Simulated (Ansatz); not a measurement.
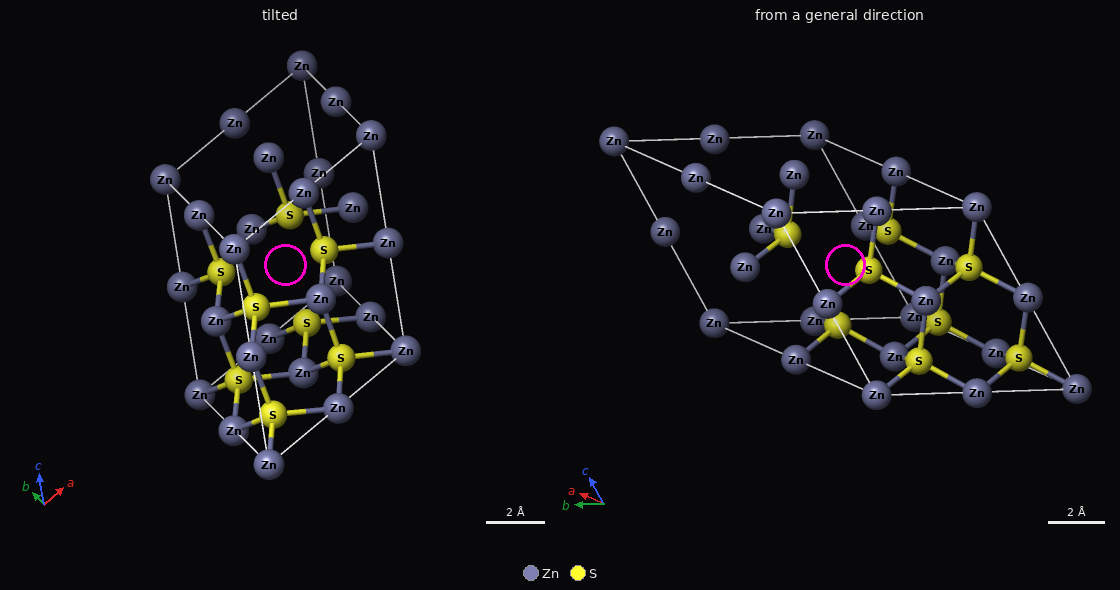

We look at a ball-and-stick model of the crystal slightly off an axis and from a general direction. Thin lines show the supercell, with boundary atoms drawn in all their periodic places. The host is ZnS, in a cell of 16 sites, and the cell is neutral. A ring marks the defect's site.

Question: Name the defect and give its surroundings.

Answer: A zinc vacancy. Around the empty site lie four S at about 2.4 Å.

The atoms were relaxed in the host's cell with DFT PBE, scalar-relativistic, plane waves, PAW in Ansatz.
